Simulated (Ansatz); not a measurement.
C$_{2}$HF$_{3}$Ge

```tsv
atom	x (Å)	y (Å)	z (Å)
C	0.5766	-1.9254	0.4229
C	0.2425	-0.7989	0.1704
Ge	-0.2741	0.9444	-0.2204
F	-1.8011	1.0080	-0.9715
F	0.8203	1.7174	-1.2714
F	-0.3761	1.9119	1.1772
H	0.8731	-2.9255	0.6472
```

Geometry: PBE0-D4/def2-TZVP.

Method: RKS PBE0-D4/def2-TZVPP (Ansatz).

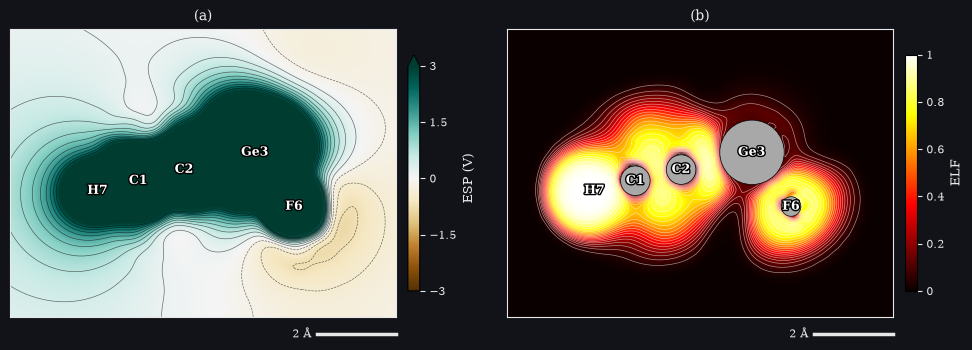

Figure 1. (a) molecular electrostatic potential; (b) ELF on the plane of atoms C2, Ge3 and F6. Grey discs cover the atomic cores in the ELF map.

Read the bonding off the picture.

Answer.
- Atoms in the plane: C, Ge, F and H.
- C–C (1.20 Å): the ELF peaks at about 0.85 between the atoms: a short, multiple covalent bond.
- Ge–F (1.70 Å): the ELF peaks at about 0.80 in the valence shell of F, 0.6 Å from its nucleus, and is about 0.25 at the midpoint.
- C–Ge (1.86 Å): the ELF peaks at about 0.95 in the valence shell of C, 0.6 Å from its nucleus, and is about 0.60 at the midpoint.
- C–H (1.07 Å): the ELF climbs to about 1 towards the hydrogen, as it does in any bond to H; a covalent bond by its length.
- The ELF also peaks beside F6, away from the bonds: lone-pair regions.
- Outside the dense part of the molecule the potential is most negative (−0.8 V) near F6.

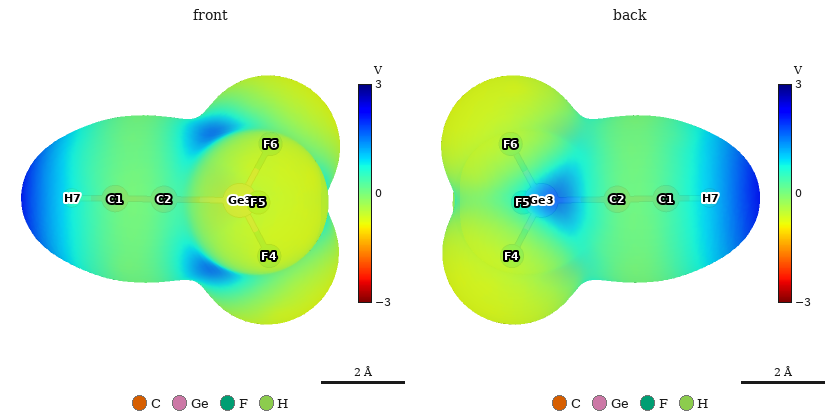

Figure 2. The electrostatic potential painted on the density surface at 0.001 e/bohr³, seen from the front and from behind; the colour scale runs from red (negative) to blue (positive).

Describe the electrostatic potential map.

Answer. The most negative region (about −0.7 V) lies over F4, F5 and F6, the most positive (about +2.1 V) over H7.

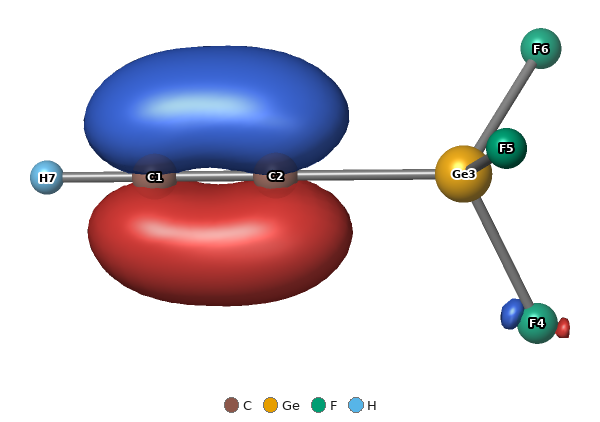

Figure 3. The HOMO at ±0.2 Å⁻³ᐟ² (blue and red are the two phases), seen across its widest extent.

What is the character of this orbital?

Answer. It lies mainly on C2 (about 45 %) and C1 (about 45 %); π-bonding across C2–C1. It is one of a degenerate set, so its orientation is arbitrary. Its energy is −9.64 eV.
